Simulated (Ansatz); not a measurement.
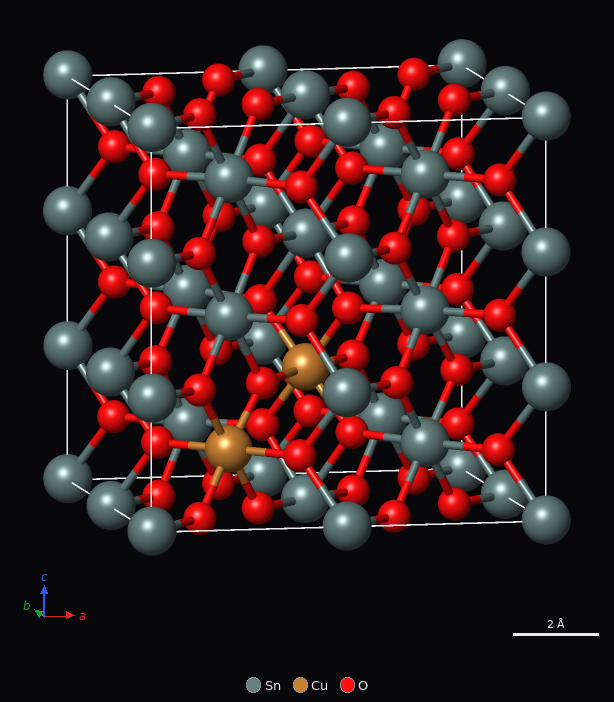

Fig. 1: The structure as given in the input (ball-and-stick view of the cell of the calculation, seen slightly off an axis).

**Single-point calculation, with input and output: Sn₂₂Cu₂O₄₈ (part 1 of 2)**

Sn₂₂Cu₂O₄₈ (defect cell, 72 atoms in the cell), computed with DFT, HSE06, PAW, plane waves (Ansatz 0.2.0).

### Input
```yaml
crystal:
  lattice:
    - [9.538092, 0.000000, 0.000000]
    - [0.000000, 9.538092, 0.000000]
    - [0.000000, 0.000000, 9.636303]
  atoms:
    - { symbol: Sn, position: [0.001766, 0.002077, 0.002840] }
    - { symbol: Sn, position: [0.002267, 0.002235, 0.332312] }
    - { symbol: Sn, position: [0.001045, 0.001371, 0.666563] }
    - { symbol: Sn, position: [0.003700, 0.496671, 0.001916] }
    - { symbol: Sn, position: [0.002248, 0.497407, 0.332226] }
    - { symbol: Sn, position: [0.998911, 0.500809, 0.666309] }
    - { symbol: Sn, position: [0.496913, 0.002994, 0.001454] }
    - { symbol: Sn, position: [0.496470, 0.003110, 0.331840] }
    - { symbol: Sn, position: [0.500638, 0.999020, 0.666133] }
    - { symbol: Sn, position: [0.496987, 0.497185, 0.005234] }
    - { symbol: Sn, position: [0.498747, 0.499021, 0.662216] }
    - { symbol: Sn, position: [0.251265, 0.251978, 0.495370] }
    - { symbol: Sn, position: [0.250064, 0.249978, 0.837059] }
    - { symbol: Sn, position: [0.251469, 0.747756, 0.168865] }
    - { symbol: Sn, position: [0.251609, 0.747864, 0.497749] }
    - { symbol: Sn, position: [0.251458, 0.748747, 0.833665] }
    - { symbol: Sn, position: [0.747628, 0.252014, 0.168942] }
    - { symbol: Sn, position: [0.747590, 0.251656, 0.497680] }
    - { symbol: Sn, position: [0.748577, 0.251869, 0.833725] }
    - { symbol: Sn, position: [0.747335, 0.747476, 0.167679] }
    - { symbol: Sn, position: [0.748408, 0.748851, 0.498533] }
    - { symbol: Sn, position: [0.750201, 0.750093, 0.834215] }
    - { symbol: Cu, position: [0.497894, 0.498920, 0.331130], spin: 2 }
    - { symbol: Cu, position: [0.249630, 0.250451, 0.166982], spin: 2 }
    - { symbol: O, position: [0.156463, 0.158115, 0.009735] }
    - { symbol: O, position: [0.155795, 0.158162, 0.327539] }
    - { symbol: O, position: [0.154178, 0.154486, 0.666287] }
    - { symbol: O, position: [0.157361, 0.650112, 0.000949] }
    - { symbol: O, position: [0.150603, 0.654674, 0.333575] }
    - { symbol: O, position: [0.155672, 0.651782, 0.665676] }
    - { symbol: O, position: [0.649432, 0.158113, 0.001232] }
    - { symbol: O, position: [0.654312, 0.150874, 0.333250] }
    - { symbol: O, position: [0.651280, 0.156088, 0.665553] }
    - { symbol: O, position: [0.651062, 0.652187, 0.999587] }
    - { symbol: O, position: [0.650098, 0.651591, 0.334115] }
    - { symbol: O, position: [0.651878, 0.652460, 0.666432] }
    - { symbol: O, position: [0.344206, 0.344863, 0.005876] }
    - { symbol: O, position: [0.352618, 0.334937, 0.315999] }
    - { symbol: O, position: [0.346319, 0.346216, 0.666456] }
    - { symbol: O, position: [0.350080, 0.842072, 0.001429] }
    - { symbol: O, position: [0.345337, 0.848540, 0.333723] }
    - { symbol: O, position: [0.351242, 0.841001, 0.665169] }
    - { symbol: O, position: [0.842886, 0.349812, 0.001693] }
    - { symbol: O, position: [0.848453, 0.345537, 0.333870] }
    - { symbol: O, position: [0.841243, 0.350995, 0.665041] }
    - { symbol: O, position: [0.846819, 0.846850, 0.001379] }
    - { symbol: O, position: [0.846143, 0.847058, 0.332809] }
    - { symbol: O, position: [0.846855, 0.847006, 0.666407] }
    - { symbol: O, position: [0.101215, 0.400337, 0.167736] }
    - { symbol: O, position: [0.098328, 0.404103, 0.500483] }
    - { symbol: O, position: [0.094191, 0.400654, 0.832230] }
    - { symbol: O, position: [0.096638, 0.900678, 0.166950] }
    - { symbol: O, position: [0.099021, 0.904424, 0.499820] }
    - { symbol: O, position: [0.099687, 0.905418, 0.834747] }
    - { symbol: O, position: [0.596733, 0.411987, 0.177756] }
    - { symbol: O, position: [0.585675, 0.402235, 0.486968] }
    - { symbol: O, position: [0.593641, 0.402699, 0.833396] }
    - { symbol: O, position: [0.595512, 0.905237, 0.166416] }
    - { symbol: O, position: [0.596215, 0.904628, 0.498718] }
    - { symbol: O, position: [0.598102, 0.906079, 0.834639] }
    - { symbol: O, position: [0.397482, 0.098410, 0.166004] }
    - { symbol: O, position: [0.402545, 0.097474, 0.500808] }
    - { symbol: O, position: [0.400418, 0.093895, 0.832208] }
    - { symbol: O, position: [0.409006, 0.594708, 0.177955] }
    - { symbol: O, position: [0.401066, 0.585313, 0.486957] }
    - { symbol: O, position: [0.402166, 0.593462, 0.833442] }
    - { symbol: O, position: [0.900480, 0.096876, 0.167118] }
    - { symbol: O, position: [0.904239, 0.099207, 0.499716] }
    - { symbol: O, position: [0.904923, 0.099831, 0.834840] }
    - { symbol: O, position: [0.904832, 0.595419, 0.166237] }
    - { symbol: O, position: [0.903998, 0.596522, 0.499097] }
    - { symbol: O, position: [0.905731, 0.597717, 0.834961] }
  symmetry: { detect: false }
kpoints:
  mp_grid: { grid: [1, 1, 1], shift: [0.25, 0.25, 0.25] }
hamiltonian:
  xc: hse06
magnetization:
  spin_polarized: true
scf:
  occupations: { method: fermi_dirac, width: 0.01 }
output:
  forces: true
  eigenvalues: true
  populations: true
  eigenstates: { kpoints: [[0.25, 0.25, 0.25]], e_range: [-6.0, 6.0], localisation: true }
  write_density: true
  write_potential: true
  elf: true
  volumetric_format: npy
```

Launched with:
```bash
ansatz run in.yaml --threads 4 --pin off --max-ram 42750MiB --runs-dir r --events-out ev --progress --plain --backend cuda --devices 0, --max-vram 37GiB
```

### The program's output
```
Pseudopotentials: kind: paw
Functional definition: HSE06
  parameter a = 0.25
  parameter omega = 0.11/bohr
  exchange = pbe_x - a*pbe_x_sr(omega) + a*exact_x_sr(omega)
  correlation = pbe_c
Crystal: 72 atoms, lattice volume = 876.665 Å³
Basis set: ecut = 420 eV, 17113 PW (Γ), exchange–correlation on 128×128×144 points (8 copies of the dense FFT grid, shifted against one another)
Bands: 391, of which v1, the nominal top of the filled ones, is band 317 counted from 1 (316 counted from 0)
Symmetry: 1 space group operations
k-points: 1
Non-local potential: Sn, projectors of the file, l = 0: 2, l = 1: 2, l = 2: 2, l = 3: 2
Non-local potential: Cu, projectors of the file, l = 0: 3, l = 1: 2, l = 2: 3, l = 3: 1
Non-local potential: O, projectors of the file, l = 0: 2, l = 1: 2, l = 2: 1
PAW form: soft (Blöchl's): semilocal exchange-correlation on the pseudo side does not see the compensation charge
PAW frozen core: Sn, regenerated for the run's functional, and the local potential with it (the file was generated under x = pbe(κ = 0.804, μ = 0.2195149727645171), c = pbe(β = 0.06672455060314922))
PAW frozen core: Cu, regenerated for the run's functional, and the local potential with it (the file was generated under x = pbe(κ = 0.804, μ = 0.2195149727645171), c = pbe(β = 0.06672455060314922))
PAW frozen core: O, regenerated for the run's functional, and the local potential with it (the file was generated under x = pbe(κ = 0.804, μ = 0.2195149727645171), c = pbe(β = 0.06672455060314922))
PAW one-centre angular grid: Sn, 590 points (default); XC on 64 Gauss nodes
PAW one-centre angular grid: Cu, 590 points (default); XC on 64 Gauss nodes
PAW one-centre angular grid: O, 110 points (default); XC on 96 Gauss nodes
Initial density: superposition of atomic densities (chi_scale 0.1, normalization cell, long waves kept (reshape's long-wave potential 0.04 eV rms))
Starting moments: Σ|m| = 4 μB on 2 of 72 sites
Initial wavefunctions: pseudopotential atomic-orbital guess
Functional: x = pbe(κ = 0.804, μ = 0.2195149727645171), c = pbe(β = 0.06672455060314922), warm-up for x = pbe(κ = 0.804, μ = 0.2195149727645171) + 0.25 (exact − pbe) at short range (hse, ω = 0.20786987370883472 Å⁻¹), c = pbe(β = 0.06672455060314922); HSE06 as pw.x's `hse` composes it (authors' and Libxc's form: `xc: wpbeh`)
iter 1 solved again at ethr=8.46e-3 eV; its pass at ethr=1.00e-1 eV (dr2=5.36e1 eV) is discarded
SCF iter   1: F=—  HF=-173015.713593 eV  |F-HF|=—  |Δ(HF+E_count)|=         —  Δρ=6.08e-2 (↑6.08e-2 ↓4.38e-2)  dr2=5.33e1  dr2_m=5.56e0  M=2.000 μB ∫|m|=2.449 μB  β_m=0.30  ethr=8.46e-3  ⟨swp⟩=3.0  Hψ=3840  notcnv=0
preconditioner: auto → none  [insulator: Δε(μ)=0.287 eV  Ē_g=19.269 eV  σ=0.010 eV  W_gap=1.00  n_scr=250 (ndim 8)  ℏωp=31.2 eV  f_vac=0.000  D(μ)=0.00/eV (n_scr^D=0)]
SCF iter   2: F=—  HF=-173011.651783 eV  |F-HF|=—  |Δ(HF+E_count)|=    4.06e0  Δρ=6.97e-2 (↑2.64e-2 ↓6.97e-2)  dr2=6.34e1  dr2_m=9.31e0  M=1.850 μB ∫|m|=2.015 μB  β_m=0.30  ethr=8.40e-3  ⟨swp⟩=5.0  Hψ=1811  notcnv=0
preconditioner: auto → Kerker (q_TF=auto, 2.585 Å⁻¹)  [metal: Δε(μ)=0.007 eV  Ē_g=19.130 eV  σ=0.010 eV  W_gap=0.18  n_scr=250 (ndim 8)  ℏωp=31.2 eV  f_vac=0.003  D(μ)=84.35/eV (n_scr^D=1044)]
spin=Collinear: Kerker preconditioning applied to the charge; magnetization (m = ρ↑ − ρ↓) channel mixes plain (no charge-response kernel on spin).
SCF iter   3: F=—  HF=-173007.651239 eV  |F-HF|=—  |Δ(HF+E_count)|=    4.00e0  Δρ=3.33e-2 (↑3.33e-2 ↓2.31e-2)  dr2=1.23e1  dr2_m=1.52e0  M=2.000 μB ∫|m|=2.266 μB  β_m=0.30  ethr=8.40e-3  ⟨swp⟩=3.0  Hψ=1602  notcnv=0
SCF iter   4: F=—  HF=-173006.548574 eV  |F-HF|=—  |Δ(HF+E_count)|=    1.10e0  Δρ=2.61e-2 (↑1.61e-2 ↓2.61e-2)  dr2=1.25e1  dr2_m=1.79e0  M=1.869 μB ∫|m|=2.097 μB  β_m=0.30  ethr=1.94e-3  ⟨swp⟩=5.0  Hψ=1640  notcnv=0
SCF iter   5: F=—  HF=-173006.392112 eV  |F-HF|=—  |Δ(HF+E_count)|=   1.56e-1  Δρ=1.97e-2 (↑1.97e-2 ↓1.37e-2)  dr2=5.42e0  dr2_m=6.65e-1  M=2.000 μB ∫|m|=2.219 μB  β_m=0.30  ethr=1.94e-3  ⟨swp⟩=3.0  Hψ=1575  notcnv=0
SCF iter   6: F=—  HF=-173006.107483 eV  |F-HF|=—  |Δ(HF+E_count)|=   2.85e-1  Δρ=1.02e-2 (↑1.02e-2 ↓5.12e-3)  dr2=8.42e-1  dr2_m=2.32e-1  M=2.000 μB ∫|m|=2.211 μB  β_m=0.30  ethr=8.55e-4  ⟨swp⟩=4.5  Hψ=1604  notcnv=0
SCF iter   7: F=—  HF=-173006.141384 eV  |F-HF|=—  |Δ(HF+E_count)|=   3.39e-2  Δρ=6.18e-3 (↑4.49e-3 ↓6.18e-3)  dr2=3.94e-1  dr2_m=1.91e-1  M=2.008 μB ∫|m|=2.279 μB  β_m=0.30  ethr=1.33e-4  ⟨swp⟩=6.5  Hψ=1781  notcnv=0
SCF iter   8: F=—  HF=-173006.166942 eV  |F-HF|=—  |Δ(HF+E_count)|=   2.56e-2  Δρ=4.56e-3 (↑4.56e-3 ↓2.56e-3)  dr2=1.91e-1  dr2_m=8.01e-2  M=1.992 μB ∫|m|=2.237 μB  β_m=0.30  ethr=6.21e-5  ⟨swp⟩=9.5  Hψ=1756  notcnv=0  defer=4
SCF iter   9: F=—  HF=-173006.173027 eV  |F-HF|=—  |Δ(HF+E_count)|=   6.09e-3  Δρ=4.12e-3 (↑2.71e-3 ↓4.12e-3)  dr2=2.11e-1  dr2_m=6.89e-2  M=1.981 μB ∫|m|=2.247 μB  β_m=0.30  ethr=3.02e-5  ⟨swp⟩=15.0  Hψ=1713  notcnv=0  defer=5
SCF iter  10: F=—  HF=-173006.163400 eV  |F-HF|=—  |Δ(HF+E_count)|=   9.63e-3  Δρ=2.59e-3 (↑1.94e-3 ↓2.59e-3)  dr2=3.19e-2  dr2_m=3.68e-2  M=2.001 μB ∫|m|=2.250 μB  β_m=1.00  ethr=3.02e-5  ⟨swp⟩=6.5  Hψ=1696  notcnv=0  defer=1
SCF iter  11: F=—  HF=-173006.168557 eV  |F-HF|=—  |Δ(HF+E_count)|=   5.16e-3  Δρ=1.61e-3 (↑9.23e-4 ↓1.61e-3)  dr2=4.97e-2  dr2_m=2.46e-3  M=2.004 μB ∫|m|=2.272 μB  β_m=0.30  ethr=5.04e-6  ⟨swp⟩=12.0  Hψ=1994  notcnv=0  defer=5
SCF iter  12: F=—  HF=-173006.173155 eV  |F-HF|=—  |Δ(HF+E_count)|=   4.60e-3  Δρ=9.03e-4 (↑5.76e-4 ↓9.03e-4)  dr2=1.80e-2  dr2_m=1.40e-3  M=2.001 μB ∫|m|=2.261 μB  β_m=0.30  ethr=5.04e-6  ⟨swp⟩=9.0  Hψ=1795  notcnv=0  defer=3
Mixer restart at iter 12: flushing history
spin-set hold released at iteration 12 (site moments contracting): the magnetisation degrees of freedom join the quasi-Newton model from the next iteration; the mixer history was flushed
SCF iter  13: F=—  HF=-173006.175390 eV  |F-HF|=—  |Δ(HF+E_count)|=   2.24e-3  Δρ=7.00e-4 (↑7.00e-4 ↓4.19e-4)  dr2=9.98e-3  dr2_m=9.98e-4  M=2.000 μB ∫|m|=2.251 μB  β_m=0.38  ethr=2.85e-6  ⟨swp⟩=10.0  Hψ=1668  notcnv=0  defer=7
SCF iter  14: F=—  HF=-173006.178028 eV  |F-HF|=—  |Δ(HF+E_count)|=   2.64e-3  Δρ=1.39e-3 (↑8.13e-4 ↓1.39e-3)  dr2=3.53e-2  dr2_m=2.29e-3  M=2.000 μB ∫|m|=2.254 μB  β_m=0.05  ethr=1.57e-6  ⟨swp⟩=8.5  Hψ=1782  notcnv=0  defer=3  recentre
SCF iter  15: F=—  HF=-173006.175675 eV  |F-HF|=—  |Δ(HF+E_count)|=   2.35e-3  Δρ=4.05e-4 (↑4.05e-4 ↓3.90e-4)  dr2=4.42e-3  dr2_m=1.04e-3  M=2.000 μB ∫|m|=2.250 μB  β_m=0.09  ethr=1.57e-6  ⟨swp⟩=6.0  Hψ=1564  notcnv=0  defer=4
SCF iter  16: F=—  HF=-173006.177296 eV  |F-HF|=—  |Δ(HF+E_count)|=   1.62e-3  Δρ=3.26e-4 (↑3.26e-4 ↓3.09e-4)  dr2=3.34e-3  dr2_m=6.46e-4  M=2.000 μB ∫|m|=2.242 μB  β_m=0.23  ethr=6.96e-7  ⟨swp⟩=7.5  Hψ=1497  notcnv=0  defer=6
SCF iter  17: F=—  HF=-173006.178006 eV  |F-HF|=—  |Δ(HF+E_count)|=   7.10e-4  Δρ=2.24e-4 (↑2.24e-4 ↓1.06e-4)  dr2=1.21e-3  dr2_m=1.75e-4  M=1.999 μB ∫|m|=2.229 μB  β_m=0.41  ethr=5.27e-7  ⟨swp⟩=9.5  Hψ=1774  notcnv=0  defer=3
SCF iter  18: F=—  HF=-173006.177999 eV  |F-HF|=—  |Δ(HF+E_count)|=   7.57e-6  Δρ=1.44e-4 (↑7.24e-5 ↓1.44e-4)  dr2=8.80e-4  dr2_m=3.38e-5  M=1.999 μB ∫|m|=2.225 μB  β_m=0.44  ethr=1.91e-7  ⟨swp⟩=6.5  Hψ=1551  notcnv=0  defer=4
SCF iter  19: F=—  HF=-173006.177971 eV  |F-HF|=—  |Δ(HF+E_count)|=   2.72e-5  Δρ=1.17e-4 (↑7.05e-5 ↓1.17e-4)  dr2=6.23e-4  dr2_m=1.78e-5  M=1.999 μB ∫|m|=2.223 μB  β_m=0.47  ethr=1.39e-7  ⟨swp⟩=12.5  Hψ=1515  notcnv=0  defer=2
Initial density: handed on by an earlier stage of this run
Starting moments: Σ|m| = 4 μB on 2 of 72 sites; this step starts from the density that it was given
Initial wavefunctions: those handed on with the density
Functional: x = pbe(κ = 0.804, μ = 0.2195149727645171) + 0.25 (exact − pbe) at short range (hse, ω = 0.20786987370883472 Å⁻¹), c = pbe(β = 0.06672455060314922); HSE06 as pw.x's `hse` composes it (authors' and Libxc's form: `xc: wpbeh`)
Exchange kernel: α = 0.2500, screened, ω = 0.2079 Å⁻¹, Wigner–Seitz truncation, v(0) = 883.5903 eV·Å³, q-mesh 1×1×1, nearest image of the exchange supercell L = 9.54 Å, pair-density grid 48×48×48, without the augmentation charges, whose exchange is taken in its separable form (sized by the pseudopotential files, 64×64×72 at the most)
Frozen-core exchange: fock
preconditioner: auto → none  [insulator: Δε(μ)=1.208 eV  Ē_g=21.509 eV  σ=0.010 eV  W_gap=1.00  n_scr=250 (ndim 8)  ℏωp=31.2 eV  f_vac=0.035  D(μ)=0.00/eV (n_scr^D=0)]
Mixer restart at iter 21: flushing history
hybrid outer 1: dexx = +1.926e0 eV, tail = 2.49e-2 eV
preconditioner: auto → none  [insulator: Δε(μ)=0.885 eV  Ē_g=21.565 eV  σ=0.010 eV  W_gap=1.00  n_scr=250 (ndim 8)  ℏωp=31.2 eV  f_vac=0.041  D(μ)=0.00/eV (n_scr^D=0)]
Mixer restart at iter 11: flushing history
Mixer restart at iter 23: flushing history
hybrid outer 2: dexx = +2.979e-1 eV, tail = 6.00e-3 eV, Δε = 1.91e-1 eV (about 9.34e-2 eV left of the loop's levels), ΔF = 2.88e-1 eV/Å (tail 3.32e-1)
preconditioner: auto → none  [insulator: Δε(μ)=0.842 eV  Ē_g=21.567 eV  σ=0.010 eV  W_gap=1.00  n_scr=250 (ndim 8)  ℏωp=31.2 eV  f_vac=0.041  D(μ)=0.00/eV (n_scr^D=0)]
Mixer restart at iter 8: flushing history
Mixer restart at iter 20: flushing history
Mixer restart at iter 31: flushing history
hybrid outer 3: dexx = +3.173e-1 eV, tail = inf eV, Δε = 2.33e-1 eV (about 1.21e-1 eV left of the loop's levels), ΔF = 2.02e-1 eV/Å (tail inf)
preconditioner: auto → none  [insulator: Δε(μ)=0.814 eV  Ē_g=21.568 eV  σ=0.010 eV  W_gap=1.00  n_scr=250 (ndim 8)  ℏωp=31.2 eV  f_vac=0.041  D(μ)=0.00/eV (n_scr^D=0)]
hybrid outer 4: dexx = +7.050e-2 eV, tail = inf eV, Δε = 4.01e-2 eV (about 2.53e-2 eV left of the loop's levels), ΔF = 6.43e-2 eV/Å (tail inf)
preconditioner: auto → none  [insulator: Δε(μ)=0.811 eV  Ē_g=21.569 eV  σ=0.010 eV  W_gap=1.00  n_scr=250 (ndim 8)  ℏωp=31.2 eV  f_vac=0.041  D(μ)=0.00/eV (n_scr^D=0)]
SCF iter  23: F=—  HF=-173084.033471 eV  |F-HF|=—  |Δ(HF+E_count)|=  4.66e-10  Δρ=4.05e-7 (↑1.90e-7 ↓4.05e-7)  dr2=1.36e-9  dr2_m=5.23e-10  M=2.000 μB ∫|m|=4.175 μB  β_m=0.61  ethr=9.85e-12 (applied; sched 1.00e-12)  ⟨swp⟩=16.5  Hψ=1526  notcnv=0
SCF iter  24: F=—  HF=-173084.033471 eV  |F-HF|=—  |Δ(HF+E_count)|=  8.44e-10  Δρ=3.01e-7 (↑1.77e-7 ↓3.01e-7)  dr2=1.23e-9  dr2_m=2.65e-10  M=2.000 μB ∫|m|=4.175 μB  β_m=0.60  ethr=9.85e-12 (applied; sched 1.00e-12)  ⟨swp⟩=13.0  Hψ=1496  notcnv=0
SCF iter  25: F=—  HF=-173084.033471 eV  |F-HF|=—  |Δ(HF+E_count)|=  1.46e-10  Δρ=2.89e-7 (↑1.64e-7 ↓2.89e-7)  dr2=1.04e-9  dr2_m=2.37e-10  M=2.000 μB ∫|m|=4.175 μB  β_m=0.64  ethr=9.98e-12 (applied; sched 1.00e-12)  ⟨swp⟩=6.5  Hψ=1427  notcnv=0
SCF iter  26: F=—  HF=-173084.033471 eV  |F-HF|=—  |Δ(HF+E_count)|=  6.69e-10  Δρ=1.68e-7 (↑1.28e-7 ↓1.68e-7)  dr2=7.41e-10  dr2_m=4.10e-11  M=2.000 μB ∫|m|=4.175 μB  β_m=0.50  ethr=9.85e-12 (applied; sched 1.00e-12)  ⟨swp⟩=15.5  Hψ=1516  notcnv=0
SCF iter  27: F=—  HF=-173084.033471 eV  |F-HF|=—  |Δ(HF+E_count)|=  2.91e-11  Δρ=1.03e-7 (↑1.02e-7 ↓1.03e-7)  dr2=2.65e-10  dr2_m=3.96e-11  M=2.000 μB ∫|m|=4.175 μB  β_m=0.44  ethr=9.85e-12 (applied; sched 1.00e-12)  ⟨swp⟩=13.5  Hψ=1499  notcnv=0
SCF iter  28: F=-173084.033471 eV  HF=-173084.033471 eV  |F-HF|=1.16e-10  |Δ(HF+E_count)|=  1.16e-10  Δρ=7.12e-8 (↑7.12e-8 ↓6.96e-8)  dr2=7.09e-11  dr2_m=2.84e-11  M=2.000 μB ∫|m|=4.175 μB  ethr=9.85e-12 (applied; sched 1.00e-12)  ⟨swp⟩=13.5  Hψ=1499  notcnv=0
SCF 6 converged in 28 iterations: F = -173084.033471 eV  dr2 = 7.09e-11
  Residual-converged pass: ⟨swp⟩=3.0  Hψ=1610  notcnv=0  max |occ|·‖R‖ = 2.1e-7 eV (tolerance 2.7e-7 eV)  dr2=8.07e-11  dr2_m=3.10e-11  dr2_onsite=1.43e-11  max |Δocc| = 0.0e0
  greatest PAW one-centre occupation: 1.000 electrons in one spin orbital (limit 2), on the Cu atom at site 23 (counted from 0), in its partial waves of l = 0
hybrid outer 5: dexx = +4.680e-4 eV, tail = 8.11e-6 eV, Δε = 2.31e-3 eV (about 7.13e-4 eV left of the loop's levels), ΔF = 5.61e-3 eV/Å (tail 5.00e-3)
```
